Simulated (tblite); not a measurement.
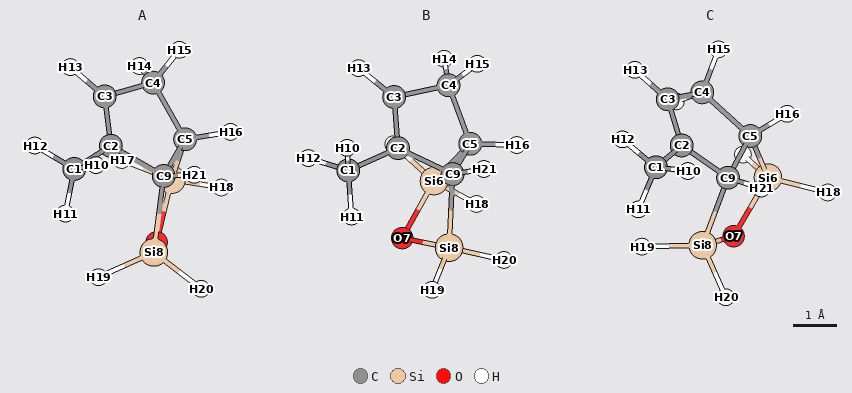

3 geometries from one relaxation of C$_{6}$H$_{12}$OSi$_{2}$, in shuffled order. Style: ball-and-stick. Shown from a free direction.

These are results of GFN2-xTB geometry optimisation, gas phase (tblite 0.8.0), not measurements. 

Q: Order the frames from highest to lowest energy.

A: B, A, C. They are steps 0, 82, 189, at +1.108 eV, +0.058 eV relative to the last. The largest move after the best rigid fit is that of H19, 2.60 Å. Largest moves by element: H 2.60 Å, O 1.26 Å, Si 1.19 Å, C 0.89 Å. Near-neighbour distances that change, for instance: Si6–O7 1.716 → 1.640 Å, O7–Si8 1.711 → 1.637 Å, Si8–C9 1.858 → 1.920 Å, C4–C5 1.496 → 1.544 Å. Among the angles between lasting bonds that change: Si6–O7–Si8 98.5° → 120.6°, C1–C2–C9 129.9° → 120.4°, C5–C9–Si8 99.1° → 108.4°. Groups turn about Si8–C9 by about 80°, C4–C5 by about 65°, O7–Si8 by about 60°. The energy falls by 1.108 eV in 189 geometry steps. The run took 3.8 s on 1 thread of Intel(R) Xeon(R) Processor @ 2.70GHz, on a shared host.
